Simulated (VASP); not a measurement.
Band structure of PrAg2 (space group P6/mmm). Method: r2SCAN meta-GGA, VASP's PBE PAW potentials (set 64) (plane waves; VASP).

The 4f electrons are frozen in the core of the lanthanide potential, so 4f levels, which can set the real gap, and their magnetism are missing.

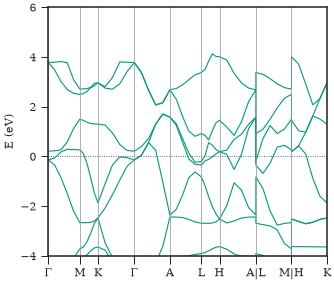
Figure: Bands along high-symmetry lines, zero at the valence-band maximum or, without a gap, the Fermi level

Problem. Read the plot: is there a gap, and where are the band edges?

Solution. It has no gap at this level: it comes out as a metal or semimetal.

The structure comes from a measured PrAg2 entry (P6/mmm) of the Crystallography Open Database, whose conditions weren't checked. It was relaxed first, which changed the volume by -47 %. The electron count is odd and the run is not spin-polarised, which forces a metal.
